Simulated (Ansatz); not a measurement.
```xyz
5

F    -0.9318   -0.1835   -0.8155
N     0.5146    1.0334    0.8639
Si   -1.1419    0.7331    0.5465
H     1.2862    0.6878    0.2987
H     0.8271    1.5871    1.6541
```

Geometry: PBE0-D3(BJ)/pcseg-1.

Method: isolated molecule in a Gaussian basis; Kohn-Sham density functional theory, functional PBE0 in Ansatz 0.2.0.

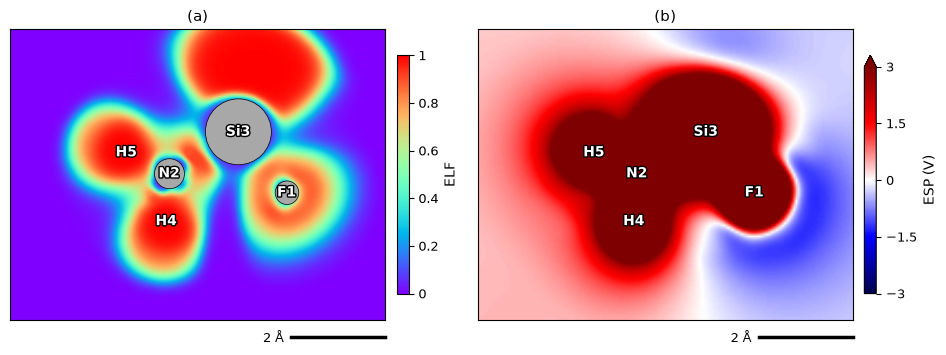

FH$_{2}$NSi. (a) electron localisation function; (b) electrostatic potential on the molecular plane. Grey discs cover the atomic cores in the ELF map.

### Interpret the plot.

- Atoms in the plane: F, N, Si and H.
- Si–F (1.66 Å): the ELF peaks at about 0.85 in the valence shell of F, 0.6 Å from its nucleus, and is about 0.55 at the midpoint.
- Si–N (1.71 Å): the ELF peaks at about 0.90 between the atoms; a shared but strongly polarised pair.
- N–H (1.01 Å): the ELF climbs to about 1 towards the hydrogen, as it does in any bond to H; a covalent bond by its length.
- The ELF also peaks beside F1 and Si3, away from the bonds: lone-pair regions.
- Outside the dense part of the molecule the potential is most negative (−1.3 V) near F1.
